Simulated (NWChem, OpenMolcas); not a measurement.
# A ladder of methods for SiNH4 (SMILES [NH][SiH3])

The species is SiNH4 (6 atoms), meant as a doublet with charge 0. As SMILES, `[NH][SiH3]`. The shape is that of a PBE0-D4/def2-TZVP optimisation.

Each level gives the dipole moment (D). The values are calculated.

```tsv
level	kind	program	value (D)	CPU time
UHF/def2-TZVP	Hartree–Fock	NWChem	1.45	35 s
U-revPBE/def2-TZVP	GGA	OpenMolcas	1.39	30 s
U-r2SCAN/def2-TZVP	meta-GGA	OpenMolcas	1.41	40 s
UTPSS/def2-TZVP	meta-GGA	OpenMolcas	1.39	41 s
UB3LYP/def2-TZVP	global hybrid	OpenMolcas	1.43	34 s
UBHLYP/def2-TZVP	global hybrid	OpenMolcas	1.44	33 s
UM06-2X/def2-TZVP	hybrid meta-GGA	OpenMolcas	1.46	42 s
UPBE0/def2-TZVP	global hybrid	NWChem	1.41	26 s
```

The values span 1.39 to 1.46 D. Magnitudes only. Times are those of the runs behind each value, whatever else they computed, on shared processors of several kinds: orders of magnitude only.

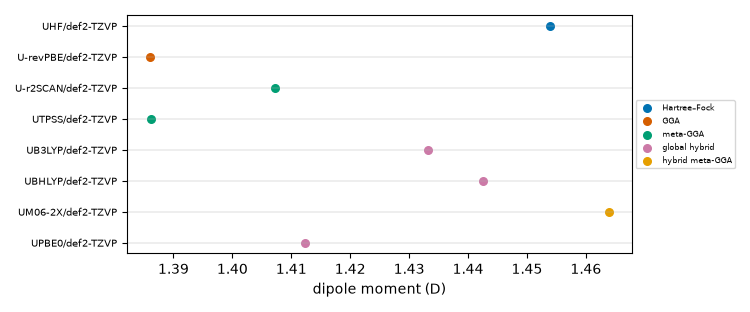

The values of the table, level by level.
